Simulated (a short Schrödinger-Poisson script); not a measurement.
Structure: MOS inversion layer, SiO2 on p-type Ge(111), at 300 K.

```csv
layer,material,thickness (nm),Na (cm⁻³)
1,SiO2,2.1,-
2,Ge,640,1e17
```

The device is made up for the run: typed textbook-type constants, with dimensions and the other settings drawn at random. SiO2: permittivity 3.9, conduction-band edge (eV) 3.1, gap (eV) 9, electron mass (mₑ) 0.5. Ge: permittivity 16, conduction-band edge (eV) 0, gap (eV) 0.664, Nv at 300 K (cm⁻³) 6e18.

Channel valleys (confinement mass, in-plane density-of-states mass, number): L1 1.59, 0.08, 1; L3 0.09, 0.34, 3. At the gate the conduction-band edge of layer 1 lies 3.11 eV − eVg above the Fermi level of the channel; the field vanishes at the back. Gaps are held at their typed values at every temperature. Mesh 0.03 nm at interfaces.

Solved with a short Schrödinger-Poisson script written for these runs: 1D Poisson equation in equilibrium, electrons quantum, Hartree (BenDaniel-Duke, 12 states a valley, the channel's in-plane mass for all, wave functions ending at the dielectric), parabolic valleys, classical holes, full ionisation, no traps, pinning or gate leakage.

Only gate voltages with over 1e8 electrons/cm² are shown.

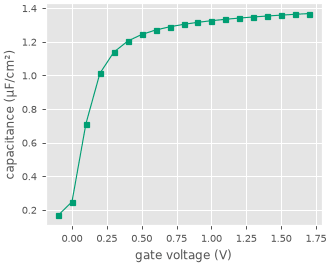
Figure: Quasi-static capacitance against gate voltage

```csv
Vg (V),electrons (cm⁻²),C (μF/cm²),L1 E0 (meV),L1 E1 (meV),L3 E0 (meV),L3 E1 (meV)
-0.1,1.00e9,0.167,214.8,235.8,259.2,310.6
0.1,2.54e11,0.713,63.0,89.3,117.9,178.7
0.3,1.45e12,1.14,3.4,40.0,76.3,144.0
0.5,2.94e12,1.24,-29.8,16.6,60.0,132.8
0.7,4.52e12,1.29,-56.2,-0.3,49.5,126.7
0.9,6.15e12,1.32,-79.5,-14.6,41.5,122.7
1.1,7.80e12,1.33,-101.2,-27.4,34.9,119.8
1.3,9.47e12,1.35,-121.7,-39.3,29.1,117.5
1.5,1.12e13,1.36,-141.4,-50.5,23.9,115.8
1.7,1.29e13,1.37,-160.4,-61.2,19.1,114.5
```

Subbands count from the Fermi level.

Only the L valleys are kept; under strong confinement the Δ valleys of Ge fill too.
